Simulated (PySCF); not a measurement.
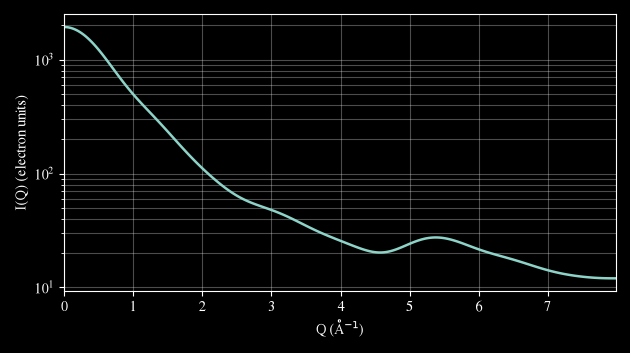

Elastic X-ray scattering of a randomly oriented, rigid molecule, calculated with the Debye equation from neutral-atom form factors (independent atoms, no Compton part, no vibration). The geometry is the end point of an optimisation (PBE0-D3(BJ)/def2-SVP geometry optimisation, gas phase (PySCF)); it may be a saddle point or a higher isomer. It contains C, H.

How many electrons does the independent-atom model of the molecule hold?

Answer. I(0) is the square of the electron number: I(0) = 1940, so about 44 electrons, the count of C6H8.

What radius of gyration does the initial fall-off give?

Answer. From I(Q) ≈ I(0) exp(−Q²R²/3) at small Q, R ≈ 2.44 Å. It is larger than the electron-weighted radius of the nuclear positions alone (2.31 Å), because each atom's electron cloud adds to it.
